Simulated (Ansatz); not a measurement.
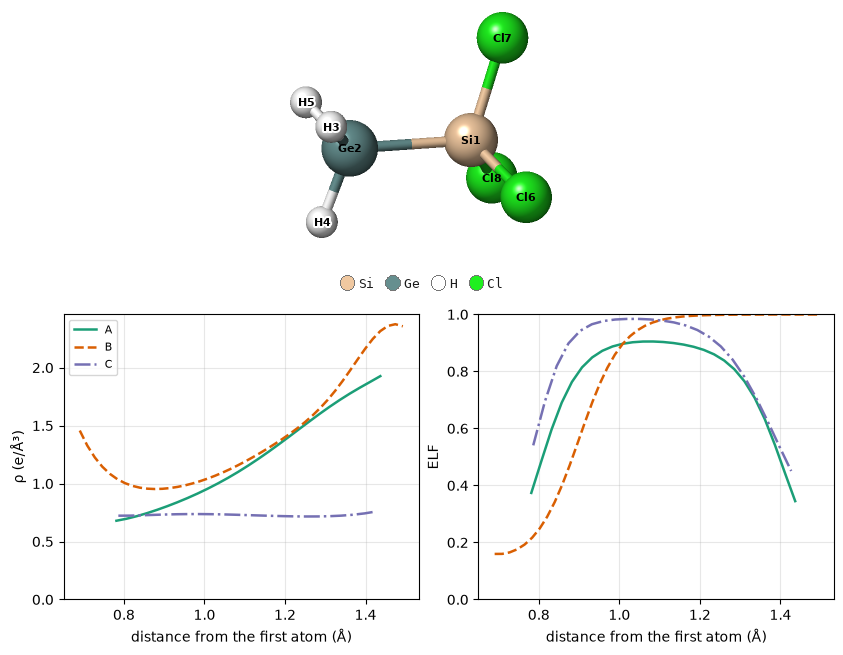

*Cl$_{3}$GeH$_{3}$Si. Electron density and electron localisation function along straight lines between neighbouring atoms. The curves leave out the atomic cores. The structure is drawn too.*

Geometry: GFN2-xTB.

Level of theory: isolated molecule in a Gaussian basis; Hartree-Fock (Ansatz 0.2.0).

```xyz
8

Si   -0.0031    0.0061   -1.1225
Ge    0.0033   -0.0065    1.2069
H     0.8017    1.1127    1.7888
H     0.5779   -1.2621    1.7736
H    -1.3655    0.1210    1.7891
Cl    1.8902   -0.0125   -1.8167
Cl   -0.9328    1.6616   -1.8022
Cl   -0.9716   -1.6204   -1.8169
```

Question: Which curve belongs to which contact (Ge–H, Si–Cl and Si–Ge)? The first atom named is at distance zero.

Answer: Curve A: Si–Cl (2.02 Å): the density is about 0.96 e/Å³ at the midpoint; the ELF peaks at about 0.90 between the atoms, as expected for a polar covalent bond. Curve B: Ge–H (1.49 Å): ρ is about 1.1 e/Å³ halfway; the ELF climbs to about 1 towards the hydrogen. Curve C: Si–Ge (2.33 Å): the density is about 0.72 e/Å³ at the midpoint; the ELF peaks at about 1 between the atoms: localised, covalent bonding.
